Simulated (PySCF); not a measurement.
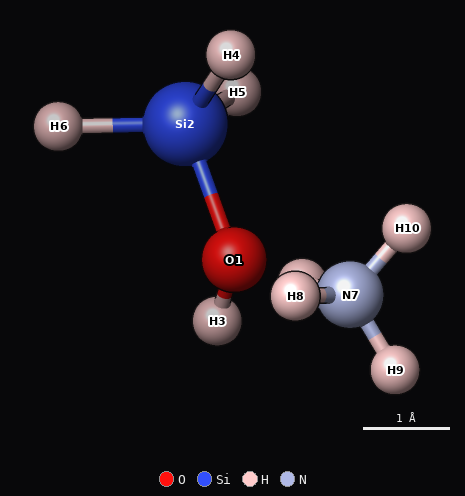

The structure as given in the input (ball-and-stick view, seen at a tilt; atoms are numbered from 1 in the order of the input). Bond lengths as drawn: H–N 1.02 to 1.09 Å, H–O 0.96 Å, H–Si 1.48 to 1.49 Å and O–Si 1.73 Å.

**Core-level calculation, with input and output: SiNH₈O (charge +1)**

SiNH₈O, charge +1, SMILES O[SiH3].[NH4+], computed with delta-SCF UKS SCAN, pcX-2 on the ionised atom, pcseg-1 elsewhere, spin-free X2C (PySCF 2.14.0).

Figures and captions count atoms from 1; the log counts them from 0 in places.

**What the program printed**
```
ground state, core basis on atom 0 (O), 117 functions
  cycle   1  E = -424.55769706  |g| = 7.59e-01
  cycle   2  E = -424.29149006  |g| = 1.42e+00
  cycle   3  E = -424.64996945  |g| = 1.10e-01
  cycle   4  E = -424.65227070  |g| = 4.39e-02
  cycle   5  E = -424.65265663  |g| = 9.30e-03
  cycle   6  E = -424.65267598  |g| = 2.54e-03
  cycle   7  E = -424.65267722  |g| = 4.89e-04
  E(ground) = -424.68722681 Eh
hole in O 1s of atom 0
  cycle   1  E = -403.85946302  |g| = 2.22e+00
  cycle   2  E = -403.53839094  |g| = 2.12e+00
  cycle   3  E = -404.63908687  |g| = 3.48e-01
[... 5 cycles left out ...]
  E(ion) = -404.70604534 Eh   <S^2> = 0.7615   hole on atom = 1.000   binding energy = 543.716 eV
ground state, core basis on atom 1 (Si), 128 functions
[... 6 cycles left out ...]
  E(ground) = -424.71586235 Eh
hole in Si 2p of atom 1
[... 8 cycles left out ...]
  E(ion) = -420.58931507 Eh   <S^2> = 0.7514   hole on atom = 1.003   binding energy = 112.289 eV
  2p3/2 = 112.016 eV   2p1/2 = 112.644 eV
ground state, core basis on atom 6 (N), 117 functions
[... 6 cycles left out ...]
  E(ground) = -424.66925772 Eh
hole in N 1s of atom 6
[... 9 cycles left out ...]
  E(ion) = -409.44043230 Eh   <S^2> = 0.7634   hole on atom = 1.000   binding energy = 414.397 eV

== part 1 alone, relaxed ==
ground state, core basis on atom 0 (O), 83 functions
[... 7 cycles left out ...]
  E(ground) = -367.76851030 Eh
hole in O 1s of atom 0
[... 8 cycles left out ...]
  E(ion) = -347.97020182 Eh   <S^2> = 0.7616   hole on atom = 1.000   binding energy = 538.739 eV
ground state, core basis on atom 1 (Si), 94 functions
[... 6 cycles left out ...]
  E(ground) = -367.79664857 Eh
hole in Si 2p of atom 1
[... 8 cycles left out ...]
  E(ion) = -363.82954480 Eh   <S^2> = 0.7515   hole on atom = 1.003   binding energy = 107.950 eV
  2p3/2 = 107.711 eV   2p1/2 = 108.336 eV

== part 2 alone, relaxed ==
ground state, core basis on atom 0 (N), 65 functions
[... 2 cycles left out ...]
  cycle   3  E = -56.91435678  |g| = 4.30e-02
  cycle   4  E = -56.91470438  |g| = 1.62e-03
  cycle   5  E = -56.91470507  |g| = 2.03e-04
  E(ground) = -56.91404236 Eh
hole in N 1s of atom 0
  cycle   1  E = -40.95410855  |g| = 1.84e+00
  cycle   2  E = -40.71604129  |g| = 1.77e+00
  cycle   3  E = -41.57248796  |g| = 2.68e-01
  cycle   4  E = -41.59043607  |g| = 1.67e-02
  cycle   5  E = -41.59051414  |g| = 4.48e-03
  cycle   6  E = -41.59052603  |g| = 1.71e-03
  cycle   7  E = -41.59052786  |g| = 3.21e-04
  E(ion) = -41.58947140 Eh   <S^2> = 0.7632   hole on atom = 1.000   binding energy = 417.003 eV
```

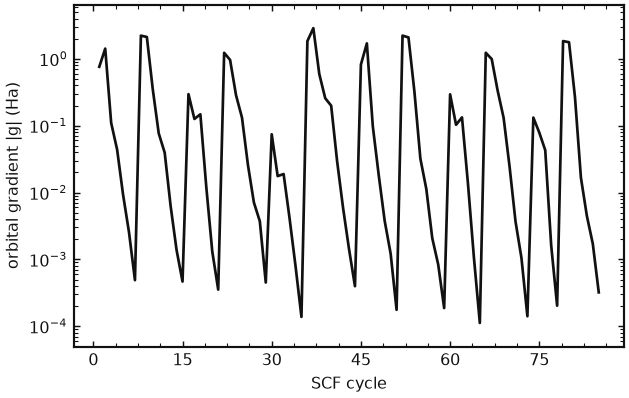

Convergence of the self-consistent field: orbital gradient |g| against the SCF cycle. All cycles printed in the log are drawn one after another.

This output came from the following input.

**Input**
```
{"job": {"kind": "xps", "holes": 3}, "charge": 1, "multiplicity": 1, "parts": [{"atoms": "0-5", "charge": 0, "multiplicity": 1}, {"atoms": "6-10", "charge": 1, "multiplicity": 1}]}
O      0.653786     0.580085     0.532264
Si    -0.615629    -0.038803    -0.474706
H      1.512238     0.146790     0.467787
H     -1.725484     0.892203    -0.138804
H     -0.186761     0.072844    -1.889861
H     -0.902474    -1.434493    -0.064326
N      0.255607     2.608341     2.128589
H     -0.248450     2.294224     2.961507
H      1.129670     3.052815     2.419722
H     -0.316465     3.300131     1.637950
H      0.458762     1.763172     1.474275
```

The first line tells a small driver script what to run in PySCF; the rest is the geometry in Å.

Command:
```bash
OMP_NUM_THREADS=1 python <driver script> task.json out
```

**Results in brief**

```csv
quantity,value
outcome,converged
hardware,"1 CPU thread, shared host"
wall time,20 s
peak memory,0.49 GiB
```
